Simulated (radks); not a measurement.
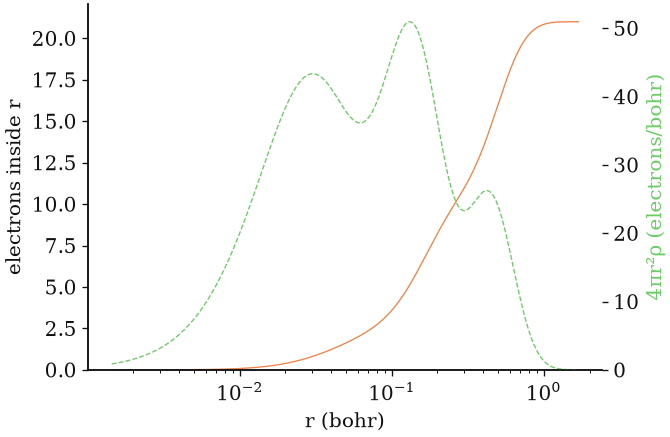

The Br¹⁴⁺ ion in the configuration [Ne] 3s1 3p6 3d4 (high spin). The calculation used the in-house radial solver radks at this level: scalar-relativistic Kohn-Sham, PBEsol, spin-polarised, spherical densities, finite nucleus.

```
Z 35
configuration [Ne] 3s1 3p6 3d4
relativity scalar-relativistic
functional pbe_sol,pbe_sol
spin polarised
nucleus finite rms 4.1629 fm
c 137.035999084
```

The plot shows the number of electrons inside radius r (solid) and the radial density 4πr²ρ (dashed).

**Read the plot.**

The count levels off at 21 electrons. Half of them lie within 0.280 bohr, 90 % within 0.654 bohr and 99 % within 0.966 bohr. The radial density has minima at 0.0618 and 0.299 bohr, where the count stands at 2.1 and 11.0; these part the shells that the density resolves.
